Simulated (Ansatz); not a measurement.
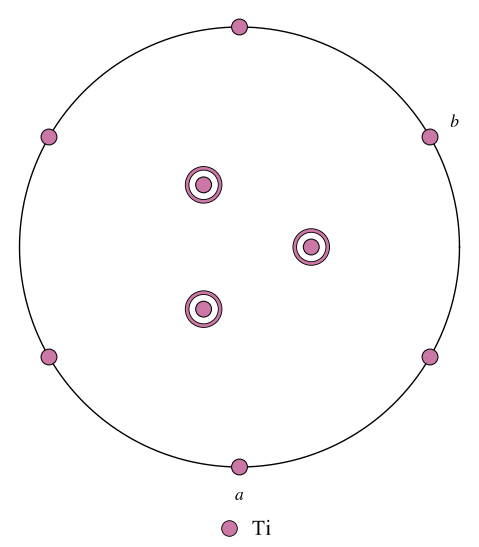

Crystal: Ti, coordinates from a relaxation with DFT PBE, scalar-relativistic, plane waves, PAW (Ansatz 0.2.0). Directions from one titanium atom at (1/3, 2/3, 1/4) to its bonded neighbours, in stereographic projection down c (filled: above the plane of the page or in it, open: below). All values are computed from the atomic coordinates in the standard setting (tolerance 0.002 Å).

Neighbours are counted up to 3.22 Å for Ti.

```cif
data_structure
_symmetry_space_group_name_H-M 'P 1'
_symmetry_Int_Tables_number 1
_cell_length_a 2.9391
_cell_length_b 2.9391
_cell_length_c 4.6494
_cell_angle_alpha 90.000
_cell_angle_beta 90.000
_cell_angle_gamma 120.000
_cell_volume 34.78
loop_
_atom_site_label
_atom_site_type_symbol
_atom_site_fract_x
_atom_site_fract_y
_atom_site_fract_z
_atom_site_occupancy
Ti1 Ti 0.33333 0.66667 0.25000 1
Ti2 Ti 0.66667 0.33333 0.75000 1
```

**How many neighbours are there, and at what angles?**

12: 6 Ti at 2.88 Å, 6 Ti at 2.94 Å. Angles between bonds: 59° (12×), 60° (6×), 61° (6×), 90° (12×), 108° (3×), 120° (6×), 121° (12×), 146° (6×), 180° (3×).

**What is the site's symmetry in the crystal?**

Point group -6m2 (D3h), order 12: one −6 axis, three twofold axes, four mirror planes. In P6_3/mmc, No. 194 this is Wyckoff position 2c.
